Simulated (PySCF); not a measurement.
# GaHF (SMILES [F][GaH]) at UM06-2X/aug-cc-pVDZ

What is the vertical doublet–quartet gap of GaHF at UM06-2X/aug-cc-pVDZ? The job is set up through a Python script.

The results are computed with PySCF 2.14.0.

2 further runs of the same task are left out: 2 set aside as unsound or not needed.

**1. The molecule**

GaHF has 3 atoms, charge 0, and is taken as a doublet. As SMILES, `[F][GaH]`. Geometry: relaxed at PBE0-D4/def2-TZVP.

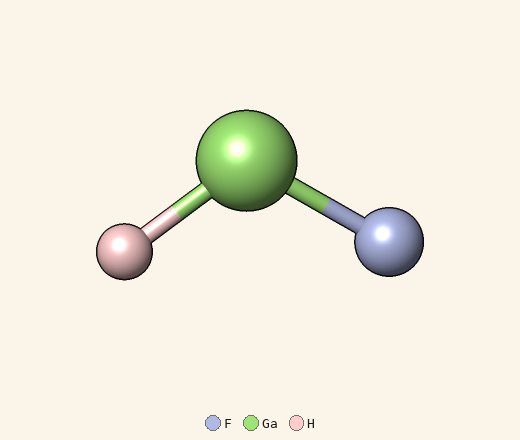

The structure, seen from a chosen angle (fluorine light blue, gallium green, hydrogen pink).

**2. A single-point energy at UM06-2X/aug-cc-pVDZ**

job.py

```python
from pyscf import gto, dft

molecule = gto.Mole()
molecule.atom = '''
F     -2.365937     0.853022    -1.218495
Ga     0.552556     0.887793     0.404590
H      1.792594    -1.863081     0.788772
'''
molecule.unit = 'bohr'
molecule.verbose = 3
molecule.max_memory = 1860
molecule.basis = 'aug-cc-pvdz'
molecule.spin = 1
molecule.build()

mf = dft.UKS(molecule, xc='m06-2x')
mf.conv_tol = 1e-10
mf.grids.level = 4
mf.kernel()
if not mf.converged:
    mf = mf.newton().run(mf.mo_coeff, mf.mo_occ)

energy = mf.e_tot
print('E = %.10f Eh' % energy)
```

Launch:

```sh
OMP_NUM_THREADS=1 python job.py
```

Standard output:

```text
WARN: HOMO -0.15156808625661 >= LUMO -0.151568086256609

converged SCF energy = -2025.24210590273  <S^2> = 0.755503  2S+1 = 2.0054954
E = -2025.2421059027 Eh
```

It took 16 s on 1 thread of Arm Neoverse V1, shared host; peak memory 0.36 GiB.

**3. The quartet, same level**

calc.py

```python
from pyscf import gto, dft

mol = gto.M(
    atom='''
F     -2.365937     0.853022    -1.218495
Ga     0.552556     0.887793     0.404590
H      1.792594    -1.863081     0.788772
''',
    verbose=4,
    basis='aug-cc-pvdz',
    unit='bohr',
    charge=0,
    max_memory=1860,
    spin=3,
)

mf = dft.UKS(mol, xc='m06-2x')
mf.conv_tol = 1e-10
mf.grids.level = 4
mf.kernel()
if not mf.converged:
    mf = mf.newton().run(mf.mo_coeff, mf.mo_occ)

energy = mf.e_tot
print('E = %.10f Eh' % energy)
```

Launch:

```sh
OMP_NUM_THREADS=1 python calc.py
```

Standard output:

```text
PySCF version 2.14.0

[INPUT] num. atoms = 3
[INPUT] num. electrons = 41
[INPUT] charge = 0
[INPUT] spin (= nelec alpha-beta = 2S) = 3
[INPUT] symmetry False subgroup None
[INPUT] Mole.unit = bohr
[INPUT] Symbol           X                Y                Z      unit          X                Y                Z       unit  Magmom
[INPUT]  1 F     -1.251999942872   0.451399802813  -0.644799785620 AA   -2.365937000000   0.853022000000  -1.218495000000 Bohr   0.0
[INPUT]  2 Ga     0.292400042957   0.469799823614   0.214099807766 AA    0.552556000000   0.887793000000   0.404590000000 Bohr   0.0
[INPUT]  3 H      0.948599893232  -0.985900007298   0.417400167012 AA    1.792594000000  -1.863081000000   0.788772000000 Bohr   0.0

nuclear repulsion = 95.4131484043594
number of shells = 22
number of NR pGTOs = 132
number of NR cGTOs = 68
basis = aug-cc-pvdz
ecp = {}

******** <class 'pyscf.dft.uks.UKS'> ********
method = UKS
initial guess = minao
damping factor = 0
level_shift factor = 0
DIIS = <class 'pyscf.scf.diis.CDIIS'>
diis_start_cycle = 1
diis_space = 8
diis_damp = 0
SCF conv_tol = 1e-10
SCF conv_tol_grad = None
SCF max_cycles = 50
direct_scf = True
direct_scf_tol = 1e-13
number electrons alpha = 22  beta = 19
XC library pyscf.dft.libxc version 7.0.0
    S. Lehtola, C. Steigemann, M. J.T. Oliveira, and M. A.L. Marques.,  SoftwareX 7, 1–5 (2018)
XC functionals = m06-2x
    Y. Zhao and D. G. Truhlar.,  Theor. Chem. Acc. 120, 215 (2008)
    Y. Zhao and D. G. Truhlar.,  Theor. Chem. Acc. 120, 215 (2008)
radial grids:
    Treutler-Ahlrichs [JCP 102, 346 (1995); DOI:10.1063/1.469408] (M4) radial grids

becke partition: Becke, JCP 88, 2547 (1988); DOI:10.1063/1.454033
pruning grids: <function nwchem_prune>
grids dens level: 4
symmetrized grids: False
atomic radii adjust function: <function treutler_atomic_radii_adjust>
small_rho_cutoff = 0
Set gradient conv threshold to 1e-05
tot grids = 74928
init E= -2024.60289694774
[... the frontier-level lines of each cycle are left out ...]


cycle= 1 E= -2024.90710082546  delta_E= -0.304  |g|= 0.392  |ddm|= 1.22


cycle= 2 E= -2024.59624707797  delta_E= 0.311  |g|= 0.965  |ddm|= 1.09


cycle= 3 E= -2025.01420237306  delta_E= -0.418  |g|= 0.0556  |ddm|= 0.688


cycle= 4 E= -2025.01737957165  delta_E= -0.00318  |g|= 0.0207  |ddm|=  0.2


cycle= 5 E= -2025.0179097478  delta_E= -0.00053  |g|= 0.00989  |ddm|= 0.0501


cycle= 6 E= -2025.01804957499  delta_E= -0.00014  |g|= 0.00591  |ddm|= 0.0254


cycle= 7 E= -2025.01811576656  delta_E= -6.62e-05  |g|= 0.00403  |ddm|= 0.0171


cycle= 8 E= -2025.0181525345  delta_E= -3.68e-05  |g|= 0.00122  |ddm|= 0.0181


cycle= 9 E= -2025.0181611585  delta_E= -8.62e-06  |g|= 0.000457  |ddm|= 0.00908


cycle= 10 E= -2025.01816269077  delta_E= -1.53e-06  |g|= 0.000248  |ddm|= 0.00392


cycle= 11 E= -2025.01816301019  delta_E= -3.19e-07  |g|= 7.62e-05  |ddm|= 0.00167


cycle= 12 E= -2025.01816304243  delta_E= -3.22e-08  |g|= 7.36e-05  |ddm|= 0.000773


cycle= 13 E= -2025.018163047  delta_E= -4.57e-09  |g|= 1.32e-05  |ddm|= 0.000215


cycle= 14 E= -2025.01816304722  delta_E= -2.17e-10  |g|= 1.52e-06  |ddm|= 5.53e-05


cycle= 15 E= -2025.01816304722  delta_E= 2.27e-12  |g|= 5.57e-07  |ddm|= 6.16e-06


Extra cycle  E= -2025.01816304722  delta_E= -3.18e-12  |g|= 4.67e-07  |ddm|= 1.48e-06
converged SCF energy = -2025.01816304722  <S^2> = 3.7578419  2S+1 = 4.003919
E = -2025.0181630472 Eh
```

Run time: 20 s. Hardware: 1 thread of Arm Neoverse V1, shared host; peak memory 0.36 GiB.

**4. Summary of results**

At UM06-2X/aug-cc-pVDZ:

```
                                        quantity           value
                           doublet: total energy  -2025.24211 Eh
                          doublet: dipole moment          2.38 D
     doublet: HOMO energy (highest over α and β)        -7.49 eV
      doublet: LUMO energy (lowest over α and β)        -3.23 eV
                                   doublet: ⟨S²⟩           0.756
                           quartet: total energy  -2025.01816 Eh
                          quartet: dipole moment          2.46 D
     quartet: HOMO energy (highest over α and β)        -5.16 eV
                                   quartet: ⟨S²⟩           3.758
vertical energy of the quartet above the doublet        6.094 eV
```

At this shape the quartet lies 6.09 eV (141 kcal/mol) above the doublet. Mulliken charges (doublet) run from -0.57 on F1 to +0.54 on Ga2; in a basis this large or diffuse they mean little.
